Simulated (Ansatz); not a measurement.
A computed series for SnTe: pressure series

Take SnTe in the rock salt structure (space group Fm-3m, No. 225) as the base.

```
CELL_PARAMETERS angstrom
      0.00000     3.20458     3.20458
      3.20458     0.00000     3.20458
      3.20458     3.20458     0.00000
ATOMIC_POSITIONS crystal
  Te 0.00000 0.00000 0.00000
  Sn 0.50000 0.50000 0.50000
```

Cell and atoms are relaxed at each pressure.

Levels (all Ansatz, a program for electronic structure, PAW): PBE (420 eV, no spin-orbit coupling); r2SCAN (500 eV, no spin-orbit coupling).

The base cell above is that of PBE; each level relaxes its own structures.

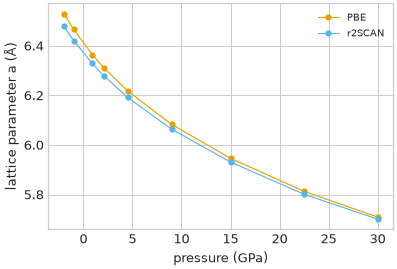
Figure: Lattice parameter a under two levels

### Question
How do the two levels compare along the series?

### Answer
PBE lies above r2SCAN in every row, by 0.008 Å to 0.052 Å. They put the cases in the same order.

Load acts through the strain it causes; cell and atoms are relaxed under it. Whether these cells are dynamically stable was not tested. Competing high-pressure phases were not computed. All final runs are without spin polarisation.
